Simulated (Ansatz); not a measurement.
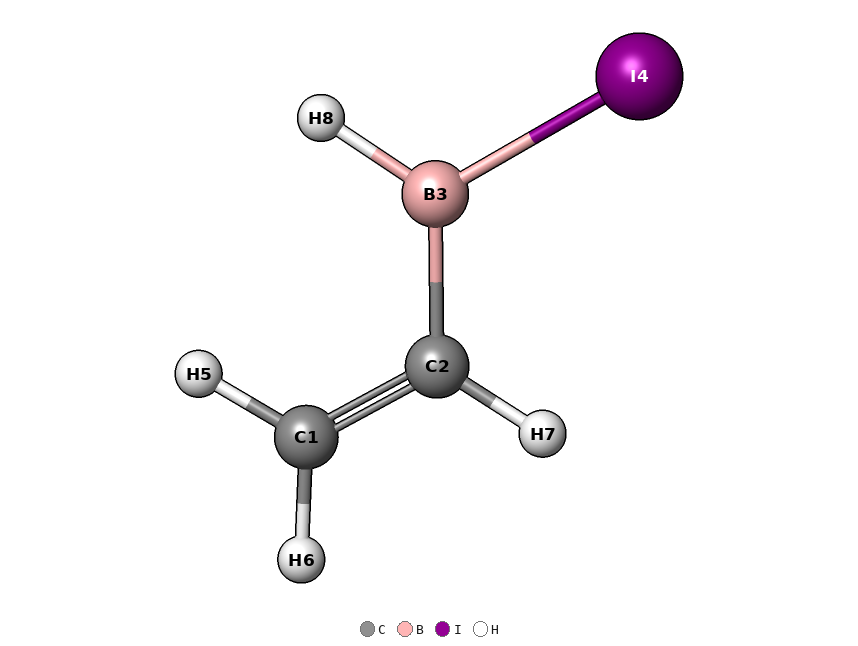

Harmonic vibrations computed with RKS PBE0-D4/def2-TZVP, core potentials on I (Ansatz 0.2.0) at a stationary point of the same level.

Question: How many imaginary frequencies does it have?

Answer: A minimum: no imaginary frequency, and the lowest mode lies at 92 cm⁻¹.

Question: List the wavenumbers.

Answer: 18 modes: 92, 190, 301, 549, 642, 783, 933, 1033, 1051, 1068, 1116, 1316, 1446, 1657, 2662, 3138, 3164, 3228 cm⁻¹.
